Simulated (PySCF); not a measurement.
C₂H₁₁NSi₂, SMILES [SiH3]N[SiH](C)C, GFN2-xTB optimised geometry. Atoms within 1.6 Å of the plane z = 0.0 Å (x, y, z in Å): Si1 (-2.38, -0.43, 0.00), N2 (-0.65, -0.43, 0.00), Si3 (0.46, 0.06, -1.25), C5 (2.15, 0.36, -0.43), H6 (-2.88, -1.13, -1.19), H7 (-2.87, 0.95, 0.00), H8 (-2.77, -1.13, 1.23), H9 (-0.22, -0.90, 0.78), H11 (-0.31, 2.44, -1.33), H14 (2.88, 0.67, -1.16), H15 (2.09, 1.13, 0.34), H16 (2.52, -0.55, 0.04).

Computed with PySCF with PBE0/def2-TZVP. Cells within 0.4 Å of a nucleus heavier than hydrogen are left out (blank, or x).

Map of the electron localisation function on the plane z = 0.0 Å:

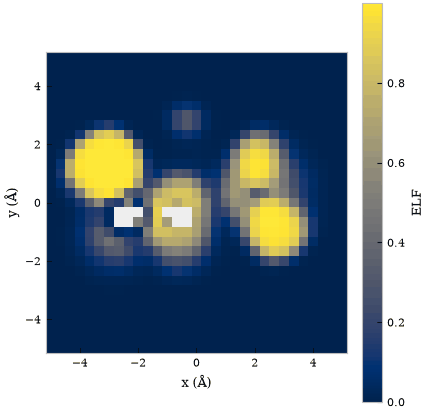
*Electron localisation function on the plane z = 0.0 Å.*
